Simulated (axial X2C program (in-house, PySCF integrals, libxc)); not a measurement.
Run report: CoSi⁻, relativistic diatomic calculation

- system: CoSi⁻, single determinant with Ω = 3.
- method: PBE0, two-component X2C with atomic mean-field Coulomb and Gaunt terms, Co dyall-acv3z, Si dyall-av3z (cores contracted) (axial X2C program (in-house, PySCF integrals, libxc))

### Output
```
two-component X2C + atomic mean field  PBE0
basis functions 186  fitting functions 992  grid points 5085
iter        total energy     max residual
   1      -1678.879097724     7.10e+00
   2      -1680.599729149     5.97e+00
   3      -1681.253695124     4.97e+00
   4      -1682.110865572     3.00e+00
   5      -1682.387326267     6.54e-01
   6      -1682.395611276     6.55e-01
   7      -1682.574609878     5.15e-01
   8      -1682.577201332     5.77e-01
   9      -1682.608931756     2.04e-01
  10      -1682.612181103     2.09e-01
  11      -1682.616913256     8.68e-02
  12      -1682.618533682     4.71e-02
  13      -1682.619924650     2.83e-02
  14      -1682.620320723     6.73e-02
  15      -1682.620985829     3.98e-02
  16      -1682.621169850     4.48e-02
  17      -1682.621497732     1.82e-02
  18      -1682.621587364     2.09e-02
  19      -1682.621679791     1.02e-02
  20      -1682.621724958     7.30e-03
  21      -1682.621744269     9.18e-03
  22      -1682.621753399     3.54e-03
  23      -1682.621760109     1.82e-03
  24      -1682.621762400     4.25e-03
  25      -1682.621763935     2.96e-03
  26      -1682.621765000     5.89e-04
  27      -1682.621765409     4.47e-04
  28      -1682.621765876     9.77e-04
  29      -1682.621766071     1.43e-03
  30      -1682.621766324     2.42e-04
  31      -1682.621766543     5.86e-04
  32      -1682.621766730     6.19e-04
  33      -1682.621766782     3.00e-04
  34      -1682.621766849     2.62e-04
  35      -1682.621766909     1.73e-04
  36      -1682.621766939     8.23e-05
  37      -1682.621766966     7.61e-05
  38      -1682.621766976     2.06e-04
  39      -1682.621766979     1.76e-04
  40      -1682.621766983     4.45e-05
  41      -1682.621766984     4.69e-05
  42      -1682.621766985     4.36e-05
  43      -1682.621766985     3.71e-05
  44      -1682.621766985     6.78e-05
  45      -1682.621766986     1.39e-05
converged
one-electron -2519.06425011  Coulomb 827.50747755  exact exchange -19.74055871  xc functional -60.95442915  nuclear repulsion 90.06257800  atomic mean-field constant -0.43258456
```

### The points of the curve

| R (Å) | E (hartree) | dipole (D; origin at the first atom, positive when the second is positive) | highest filled (eV) | lowest empty (eV) |
| --- | --- | --- | --- | --- |
| 2.088 | −1682.619123 | −6.32 | 0.40 | 1.85 |
| 2.154 | −1682.621225 | −6.56 | 0.35 | 1.85 |
| 2.221 | −1682.621767 | −6.78 | 0.30 | 1.85 |
| 2.299 | −1682.620948 | −7.00 | 0.24 | 1.85 |
| 2.377 | −1682.619013 | −7.19 | 0.17 | 1.85 |

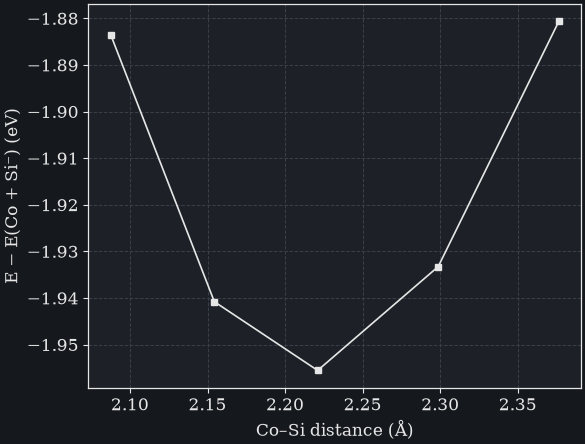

*Energy at 5 bond lengths, for one set of occupations held fixed; the line joins the points.*

A polynomial of degree 3 through 5 points gives rₑ = 2.215 Å, ωₑ = 323.1 cm⁻¹ and Bₑ = 0.1810 cm⁻¹. The minimum lies 1.96 eV below Co + Si⁻, each computed as one determinant at the same level.

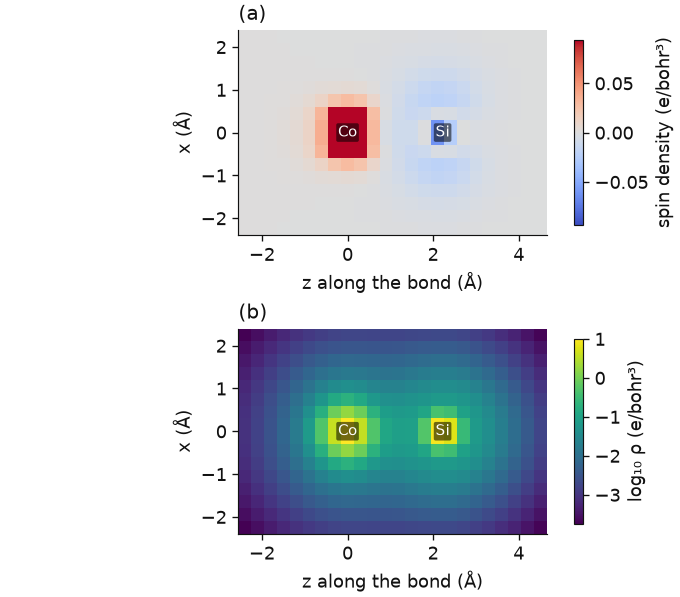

*(a) spin density; (b) electron density on a logarithmic scale, in a plane that holds the axis, at 2.22 Å, on points 0.3 Å apart (one half computed, the other mirrored); the structure near the nuclei is finer than these points.*

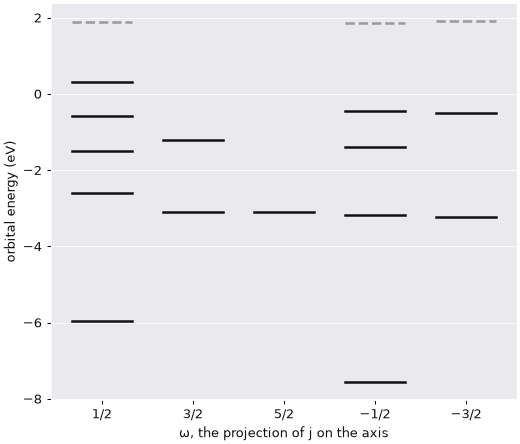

*Orbital energies near the frontier at 2.22 Å, filled (solid) and empty (dashed).*

The highest filled spinor (1/2; 52 % Si p, 29 % Co d) lies at 0.30 eV, the lowest empty one (−1/2; 78 % Co p, 20 % Co s) at 1.85 eV. A filled level above zero is held only by the finite basis .

### Input
```
{"zs": [27, 14], "q": -1, "bas": ["dyall-acv3z", "dyall-av3z"], "levels": ["PBE0", "HF", "BLYP"], "cc": true, "r0": 2.27, "thr": -2.0, "nmax": 90, "npts": 10, "nst": 2, "ntry": 6}
```

The line is the task of a batch: nuclear charges, charge, bases, the levels to run, a first guess of the distance and further settings. This report covers PBE0 with spin-orbit coupling. The log is that of the reference distance 2.221 Å.

The run was one of a batch that the task file lists, launched with:
```bash
python <driver script> task.json out
```

### Summary

- outcome: converged; a filled level lies above zero
- bond length rₑ: 2.215 Å
- ωₑ: 323.1 cm⁻¹
- energy at the minimum: −1682.62177 hartree
- depth below the fragments: 1.96 eV
- hardware: 1 thread of Arm Neoverse V2, 24 GiB of memory available, shared host
- wall time: 8.3 s
- peak memory: 0.9 GiB

### Remarks

The highest filled level (PBE0, up to 0.40 eV) lies above zero. That is common for anions, where the functional's self-interaction leaves the outer electrons unbound; only the finite basis holds them, so such levels depend on it. Limits: 5 of the 10 points asked for were kept.
